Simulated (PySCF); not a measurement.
Vertical excitations of a molecule C3H12OSi2 from TDA-M06-2X/def2-SVPD (PySCF), as energy in eV (oscillator strength): 7.38 (0.010), 7.55 (0.014), 7.95 (0.026), 8.03 (0.034), 8.43 (0.050), 8.52 (0.050). Lowest triplet (TDA): 7.13 eV. The structure is a stationary point at r2SCAN-D4/def2-SVP. One conformer was computed; it need not be the lowest.

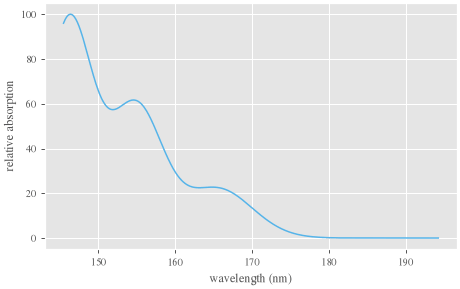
*The lines broadened by 0.4 eV.*

### Question
Which molecule gave these data?
A. CC(C)(O)[SiH2][SiH3]
B. C[Si](C)(C)O[SiH3]
C. C[SiH](C)OC[SiH3]
D. CO[C@@H](C)[SiH2][SiH3]

### Answer
B, C[Si](C)(C)O[SiH3]
